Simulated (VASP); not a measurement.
Consider the following.

```
CELL_PARAMETERS angstrom
      2.90842     0.00000     0.00000
      0.00000     2.90842     0.00000
      0.00000     0.00000     2.90842
ATOMIC_POSITIONS crystal
  Ga 0.50000 0.50000 0.50000
  Co 0.00000 0.00000 0.00000
```

Level of theory: RPBE GGA, VASP's PBE PAW potentials (set 64) (plane waves; VASP 6.6.1). Numerical set-up: 520 eV cut-off, 14×14×14 Γ-centred mesh, tetrahedra with Blöchl corrections, potentials Ga_d Co.

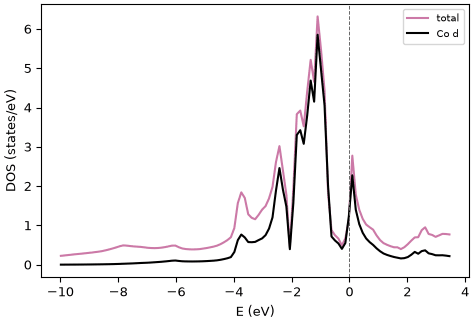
*Total and projected density of states, zero at the Fermi level*

Within 2 eV below the Fermi level the largest weight inside VASP's projection spheres is Co d.

It has no gap at this level: it comes out as a metal or semimetal.

The compound is CoGa in the CsCl type structure. It was relaxed first. The run is not spin-polarised, so no magnetic state was tried.
